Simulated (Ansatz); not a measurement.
## Computed energy against volume: CoSi2 (fluorite type, space group Fm-3m)

CoSi2 (fluorite type, space group Fm-3m)

Space group Fm-3m (No. 225); a = b = c = 5.3122 Å, α = β = γ = 90.00°

```tsv
atom	site	symmetry	x	y	z
Co	4a	m-3m	0.0000	0.0000	0.0000
Si	8c	-43m	0.2500	0.2500	0.2500
```
(The calculation used a cell of 3 atoms; values per cell refer to that cell.)

Equation-of-state scan: isotropic scaling of the cell above, V₀ being its volume. Symmetry pins the atoms to their sites.

Calculation: PBEsol (plane waves to 420 eV, PAW, scalar-relativistic; Ansatz, an electronic-structure program). k mesh 16×16×16 (Γ-centred), Fermi-Dirac smearing 0.05 eV. E stands for the smeared free energy. Compression counts positive. CoSi2 is run without spin polarisation. CoSi2 was relaxed with its symmetry unable to fall. The zero of ΔE is the relaxed starting cell.

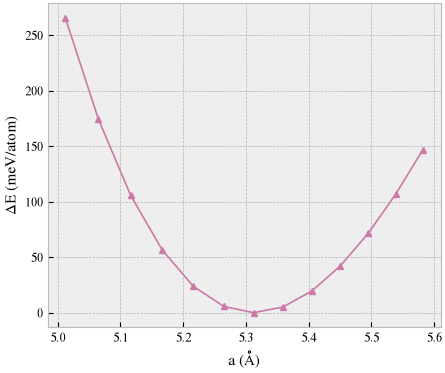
Figure: ΔE (meV/atom) against a (Å); markers are the computed points, lines only join them.

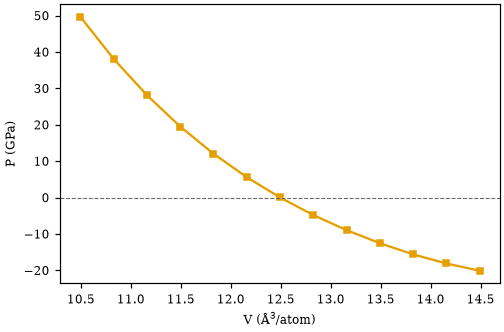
Figure. P (GPa) against V (Å³/atom); one marker a computed point.

The energy cost of the largest expansion is 146 meV/atom and the pressure for 5 % compression (fit) is 11.1 GPa. The pressure derivative B₀′ (fit) is 4.5. The energy cost of the largest compression is 265 meV/atom and the bulk modulus B₀ (third-order Birch-Murnaghan fit) is 193 GPa.

P = (3B₀/2)(x⁷ − x⁵)[1 + ¾(B₀′ − 4)(x² − 1)] with x = (1/0.95)^(1/3), B₀ = 193 GPa and B₀′ = 4.50.

(A scan under strain: stresses follow from slopes of the energy per volume, elastic moduli from its curvatures.)
